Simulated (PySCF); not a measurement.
# C₃H₆BBrN₂: magnetic properties

Computed with PySCF 2.14.0 and routines of our own; the level stands in each step. Atoms count from 0.

## 1. The system as given

13 atoms, charge 0, multiplicity 1; geometry from: GFN2-xTB.

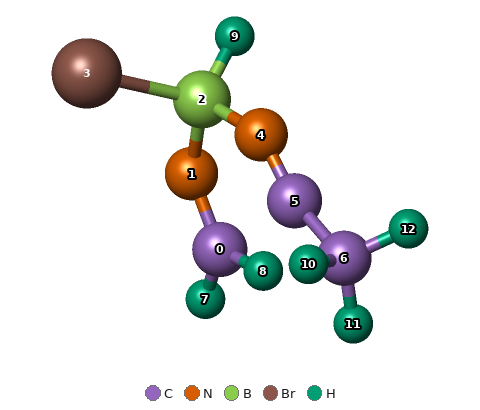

The starting geometry (carbon purple, nitrogen orange, boron green, bromine brown, hydrogen teal).

## 2. Magnetic properties: GIAO B3LYP/pcSseg-1

What the job is given:

```
{"job": {"kind": "mag", "xc": "B3LYP", "basis": "pcSseg-1", "isotopologues": 2}, "charge": 0, "multiplicity": 1}
C     -1.621354    -0.743300     0.664172
N     -1.930131     0.425253     0.449072
B     -1.110242     1.545823    -0.062669
Br    -0.831583     2.870525     1.383639
N      0.261759     0.943913    -0.349630
C      0.839223    -0.064239    -0.220626
C      1.974082    -0.946950    -0.264243
H     -2.302698    -1.468414     1.080621
H     -0.572987    -1.114603     0.428878
H     -1.547375     2.032959    -1.047306
H      2.736427    -0.560853     0.414956
H      1.723272    -1.964780     0.026678
H      2.377218    -0.954846    -1.278453
```

With the program's defaults for keys left out, this is: GIAO B3LYP/pcSseg-1 magnetisability, rotational g tensor and spin-rotation constants, non-relativistic, gas phase.

On the command line:

```bash
OMP_NUM_THREADS=1 python excited_run.py task.json out
```

One launch serves the whole session: the jobs run in the order shown.

**Question.** How long does this first job take on 1 thread of Arm Neoverse V2, shared host, and how much memory does it need?

About 23 s, with a peak of 0.79 GiB.
